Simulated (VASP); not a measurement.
Band structure of InSb (relaxed from the rock salt structure, space group Fm-3m). Level of theory: r2SCAN meta-GGA, VASP's PBE PAW potentials (set 64) (plane waves; VASP).

Unless said otherwise, spin-orbit coupling is left out, though it shifts the bands of the heavy elements here.

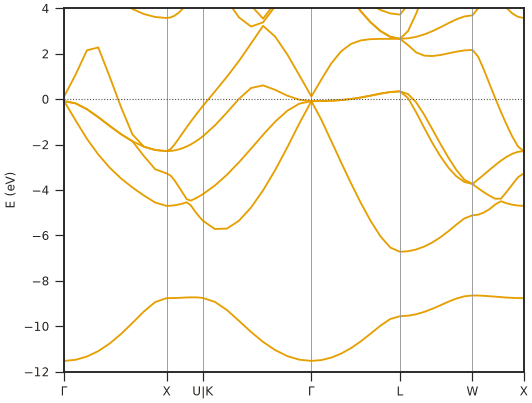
*Bands along high-symmetry lines, zero at the valence-band maximum or, without a gap, the Fermi level*

Problem. Read the plot: is there a gap, and where are the band edges?

Solution. It has no gap at this level: it comes out as a metal or semimetal.

The structure was generated: InSb was put into the rock salt type (Fm-3m), which need not be its known phase. It was relaxed first.
